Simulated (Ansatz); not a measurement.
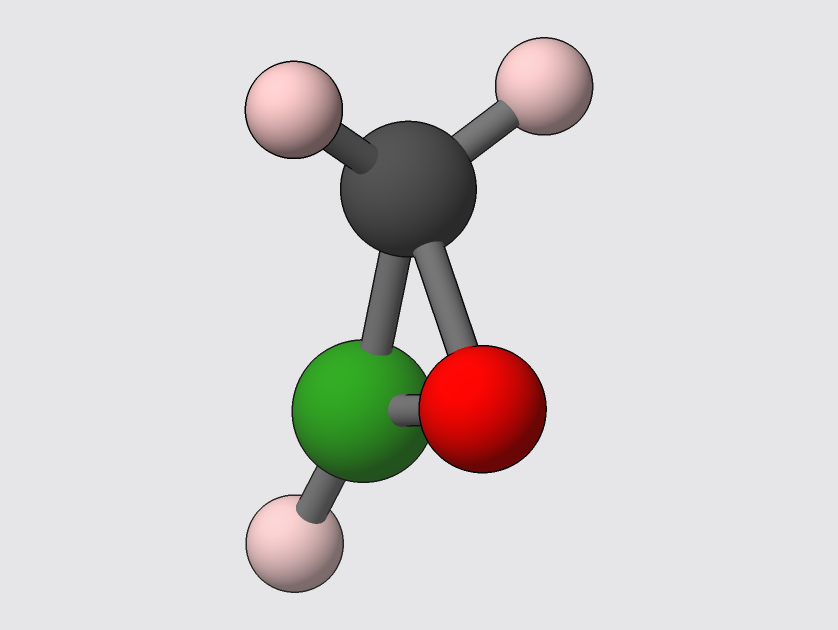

A ball-and-stick model of a molecule. Every bond is drawn as one stick, whatever its order. Colours: boron green, oxygen red, carbon dark grey, hydrogen pink.

The geometry was computed by an optimisation with PBE0-D4/def2-TZVP.

Which formula does it have?

CH₃BO, 6 atoms: 1 carbon, 3 hydrogen, 1 boron and 1 oxygen.

How many sets of symmetry-equivalent atoms are there?

5: 1 B, 1 O, 1 C, 1 H, 2 H.

What is the point group of this geometry?

Cs.

Count the bonded pairs by element.

2 C–H, 1 B–O, 1 C–O, 1 B–H, 1 C–B. Sticks follow a distance rule.

More results for the same structure follow; atom numbers are the same in all pictures, views and colours differ.

### Shape

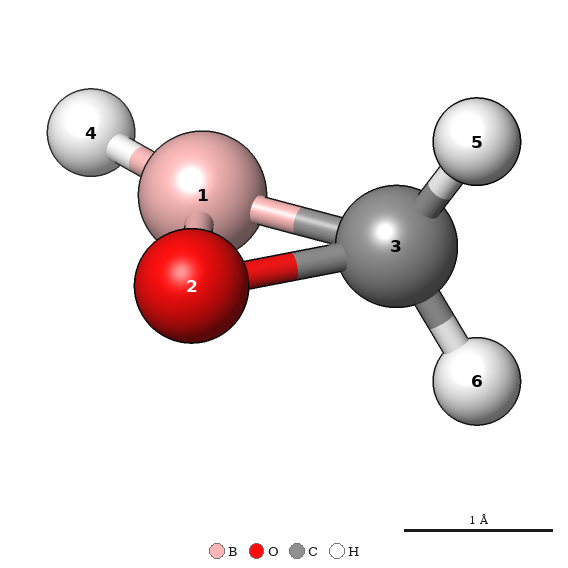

List the bonds and their lengths.

| bond | length (Å) |
| --- | --- |
| B1–O2 | 1.327 |
| B1–C3 | 1.510 |
| B1–H4 | 1.183 |
| O2–C3 | 1.500 |
| C3–H5 | 1.086 |
| C3–H6 | 1.086 |

### Vibrations

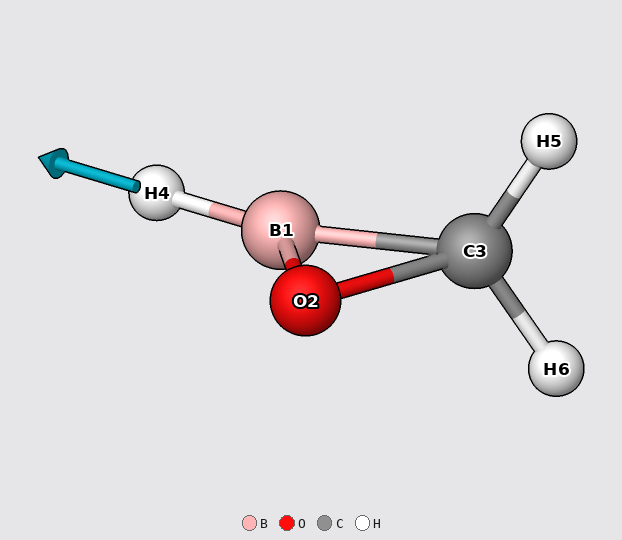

The arrows show one normal mode. Harmonic vibrations computed with RKS PBE0-D4/def2-TZVP (Ansatz 0.2.0) at a stationary point of the same level.

Describe the motion.

Mostly B–H stretching.

At what wavenumber does it lie?

2752 cm⁻¹; it is mode 10 of 12 counted from the lowest.

### Charges

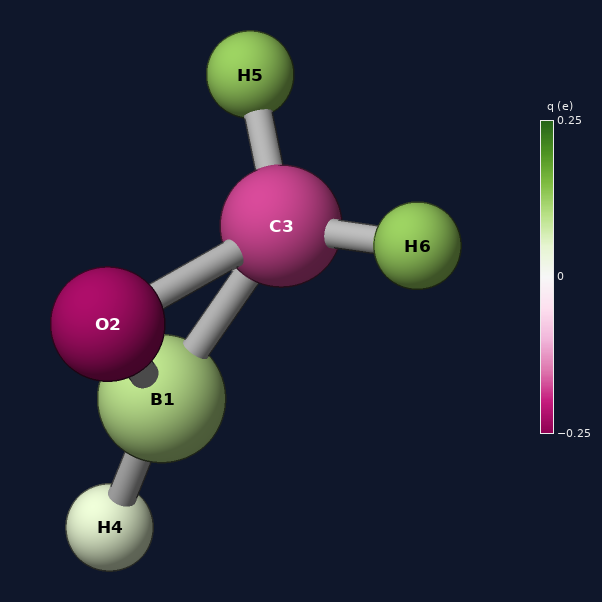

Atoms are coloured by their Mulliken charges. Method: RKS PBE0-D4/def2-TZVP (Ansatz 0.2.0).

Give the Mulliken charges atom by atom.

```tsv
atom	value (e)
B1	0.09
O2	−0.23
C3	−0.17
H4	0.05
H5	0.13
H6	0.13
```

### Electronic properties

Properties computed with RKS PBE0-D4/def2-TZVPP (Ansatz 0.2.0).

Give the HOMO energy (Kohn–Sham orbital) at this level.

−8.29 eV.

What is the LUMO energy (Kohn–Sham orbital)?

−0.42 eV.

Mulliken values depend strongly on the basis set and can even reverse the polarity of a bond.
